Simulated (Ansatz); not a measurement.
A series of calculations on BH3Se and related structures

### Relaxation

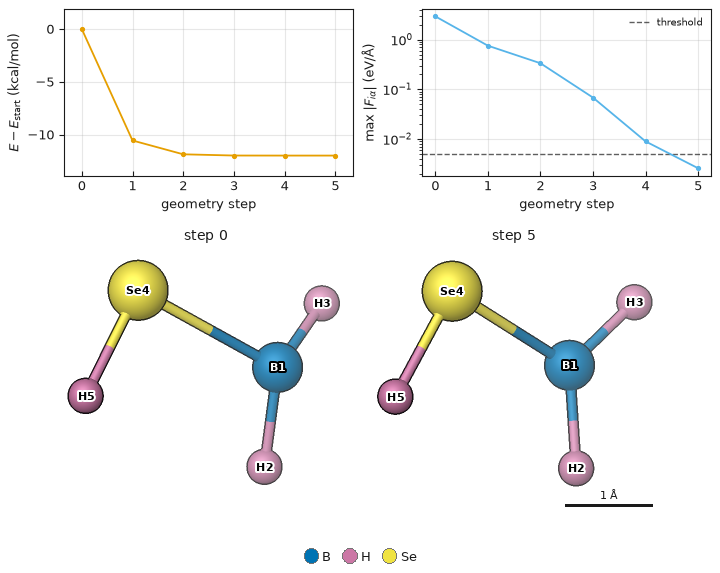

First and last geometry of a relaxation of BH₃Se, with the history of the run. Style: ball-and-stick. Shown from a free direction.

It is one of the separated products of a reaction.

Level of theory: RKS PBE0-D4/def2-TZVP in Ansatz.

Input file:
```yaml
crystal:
  periodic: [false, false, false]
  atoms:
    - {symbol: B, position_ang: [-0.137844, -0.674732, -0.014061]}
    - {symbol: H, position_ang: [0.812498, -1.387322, -0.129932]}
    - {symbol: H, position_ang: [-1.209519, -1.097184, -0.354144]}
    - {symbol: Se, position_ang: [-0.291712, 0.268691, 1.762684]}
    - {symbol: H, position_ang: [1.141295, 0.284336, 2.084667]}
basis:
  gaussian: {orbitals: def2-TZVP}
hamiltonian: {xc: pbe0, dispersion: d4}
relax: {f_tol: 0.005, max_steps: 200}
```

Run as
```bash
ansatz run in.yaml --threads 4 --pin off --events-out ev --progress --plain --max-ram 9574MiB
```

Q: Did the run converge, and what did it change?

A: It converged. The largest move after the best rigid fit is that of B1, 0.25 Å. Largest moves by element: B 0.25 Å, H 0.10 Å, Se 0.08 Å. Some distances before and after: B1–Se4 2.018 → 1.899 Å, B1–H3 1.201 → 1.191 Å, B1–H2 1.193 → 1.189 Å. Among the angles between lasting bonds that change: H2–B1–Se4 115.2° → 121.0°, H3–B1–Se4 110.2° → 115.8°, H2–B1–H3 118.2° → 123.2°. Over 5 geometry steps the energy falls by 12.0 kcal/mol. The largest force component goes from 2.9 to 0.0026 eV/Å. The run took 18 s on 4 threads of Intel Xeon @ 2.50GHz, with other jobs on the host.

### Relaxation

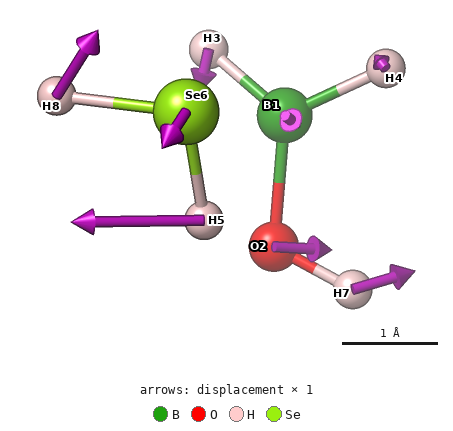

This is a relaxation of BH$_{5}$SeO (started from a transition state, displaced along its imaginary mode). The starting structure is drawn; purple arrows show the displacements, at their true length. The two geometries are superimposed by the best rigid fit.

The picture is a ball-and-stick view, seen from a free direction.

The calculation used Ansatz, RKS PBE0-D4/def2-TZVP. Set-up: force threshold 0.005 eV/Å; at most 200 steps.

Question: Which element moves most?

Answer: Hydrogen: up to 1.43 Å, against 0.72 Å for oxygen.

Question: What happened in the run?

Answer: After 37 accepted moves (40 points after the start) the energy has fallen by 0.721 eV. The largest force component goes from 3.8 to 0.0018 eV/Å. The line search rejected the trial steps at points 17, 31, 38 of the run. The forces were under the threshold at step 36, but the run went on from there. The atom that moves furthest after the best rigid fit is H5 (1.43 Å). Largest moves by element: H 1.43 Å, O 0.72 Å, Se 0.58 Å, B 0.37 Å. Among the contacts that change: B1–Se6 2.403 → 3.179 Å, H5–Se6 1.354 → 1.467 Å, B1–O2 1.398 → 1.354 Å, B1–H3 1.213 → 1.197 Å. Among the angles between lasting bonds that change: H3–B1–H4 117.9° → 122.1°. The run took 2.8 min on 4 threads of Intel Xeon @ 2.50GHz, on a shared host.

### Reaction

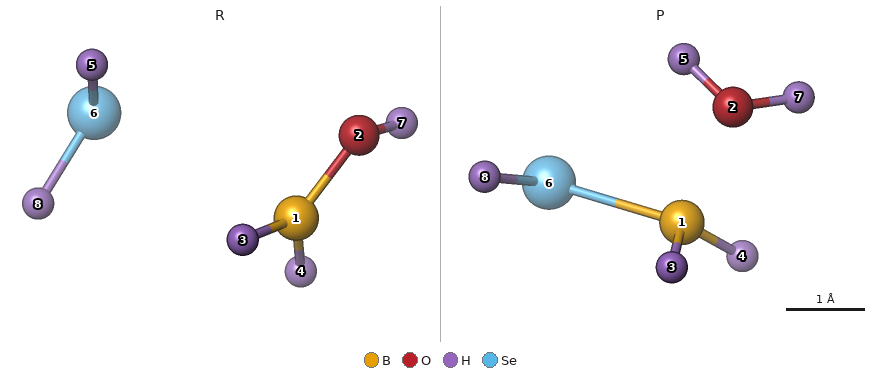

Reactant (R) and product (P) of one elementary step of BH$_{5}$SeO. Style: ball-and-stick. Shown face on.

Stationary points at PBE0-D4/def2-TZVP, single-point energies with CCSD(T)/CBS, SPW92 (LDA), CCSD(T), r2SCAN0-D4 (def2-TZVPP where no basis is named; Ansatz 0.2.0). The energies are electronic, without zero-point or thermal terms, and both ends are the minima reached downhill from the saddle, with any fragments still in contact. CCSD(T)/CBS stands for a frozen-core estimate: MP2 correlation extrapolated from def2-TZVPP and def2-QZVPP, CCSD(T) minus MP2 from the smaller set.

R:
```xyz
8

B    -0.1254   -0.7834   -0.7738
O    -0.2005    0.1028   -1.7951
H     0.9724   -1.0927   -0.4094
H    -1.1149   -1.3061   -0.3369
H     1.1751    1.5623    1.1665
Se   -0.1156    1.1649    1.7381
H    -1.1029    0.2899   -2.0638
H     0.5118    0.0622    2.4742
```

P:
```xyz
8

B    -0.1360   -0.6750   -0.0177
O     0.1541    0.5989   -1.0912
H     0.8163   -1.3843   -0.1379
H    -1.2066   -1.0986   -0.3595
H     0.0803    1.3730   -0.5032
Se   -0.2916    0.2583    1.7643
H    -0.5581    0.6514   -1.7405
H     1.1416    0.2762    2.0856
```

Predict the saddle point between them and the barrier.

Counted by bonded pieces, R holds BH₃O + H₂Se and P holds BH₃Se + H₂O. From R over the saddle to P, bonds form: B1–Se6 (3.18 → 2.24 → 2.02 Å), O2–H5 (3.58 → 1.37 → 0.97 Å). Bonds break: B1–O2 (1.35 → 1.51 → 1.69 Å), H5–Se6 (1.47 → 1.66 → 2.55 Å). The saddle has one imaginary mode, 1099i cm⁻¹. With CCSD(T)/CBS the barrier is 0.99 eV from R and 0.74 eV from P, and P lies 0.25 eV above R.

```
      level  barrier from R (eV)  barrier from P (eV)  P less R (eV)
CCSD(T)/CBS                 0.99                 0.74           0.25
SPW92 (LDA)                 0.32                 0.41          −0.09
    CCSD(T)                 1.01                 0.75           0.26
 r2SCAN0-D4                 0.89                 0.69           0.19
```

Against CCSD(T)/CBS, CCSD(T) comes closest on the barrier from R (+0.02 eV) and SPW92 (LDA) misses most (−0.67 eV).

Saddle geometry:

```xyz
8

B    -0.1327   -0.7014   -0.2703
O     0.1894    0.4994   -1.1227
H     0.7921   -1.4410   -0.1127
H    -1.2353   -1.1468   -0.4280
H     0.0448    1.1084    0.0923
Se   -0.2716    0.5181    1.6088
H    -0.5438    0.7207   -1.7046
H     1.1573    0.4424    1.9371
```

The saddle point in the same view, with dashed sticks for the bonds that form or break:

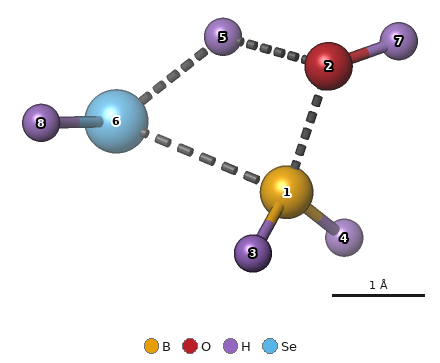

Limits of the set-up: the start holds two separate molecules, 3.1 Å apart at their closest, whose relative position is a soft coordinate.
